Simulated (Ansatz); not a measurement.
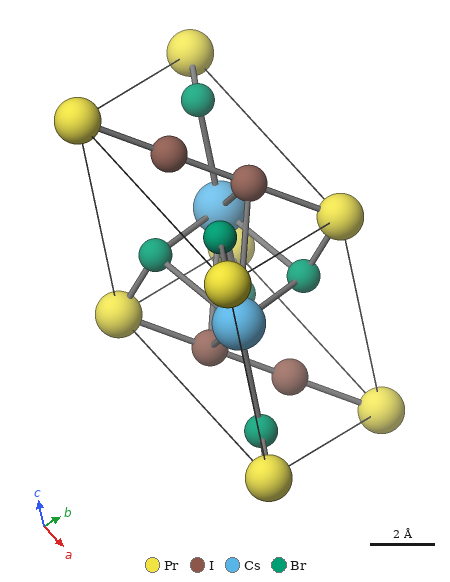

Figure: ball-and-stick view slightly off an axis. The simulation cell is drawn as a box.

```xyz
9
Lattice="-4.3592 4.3592 4.6650 4.3592 -4.3592 4.6650 4.3592 4.3592 -4.6650" Properties=species:S:1:pos:R:3 pbc="T T T"
Pr    0.0000    0.0000    0.0000
I     0.0000    0.0000    3.2483
I     4.3592    4.3592    1.4168
Cs    0.0000    4.3592    2.3325
Cs    4.3592    0.0000    2.3325
Br    1.7747    1.7747    0.0000
Br    6.9436    1.7747    0.0000
Br    2.5845    2.5845    4.6650
Br   -2.5845    2.5845    4.6650
```

Setup: DFT, PAW plane waves, r2SCAN (Ansatz); 500 eV cutoff, a 3×3×3 grid in reciprocal space, Gaussian smearing of 0.1 eV, no spin polarisation (a spin-restricted run, not always the ground state).

How are the electrons shared out in a Bader analysis?

Cs +0.88 e; Pr +1.77 e; I -0.52 e; Br -0.62 e.

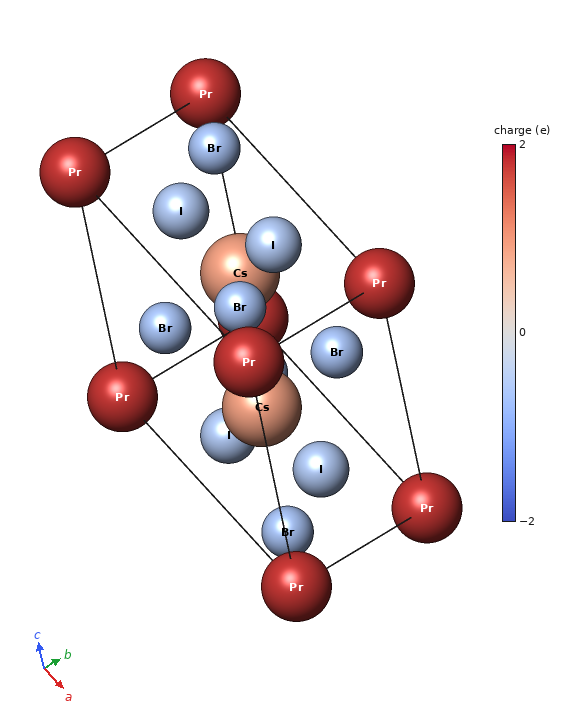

The atoms coloured by those charges.

The model is a generated cell, made by putting these elements into a known structure type (the compound may or may not exist in this form); its atoms and cell weren't optimised. It was the input of a calculation with Ansatz.

At this level of theory the cell isn't at rest (compressed, at 6 GPa and forces up to 3.5 eV/Å), so its distances can differ from those at equilibrium, the more so the softer the solid.
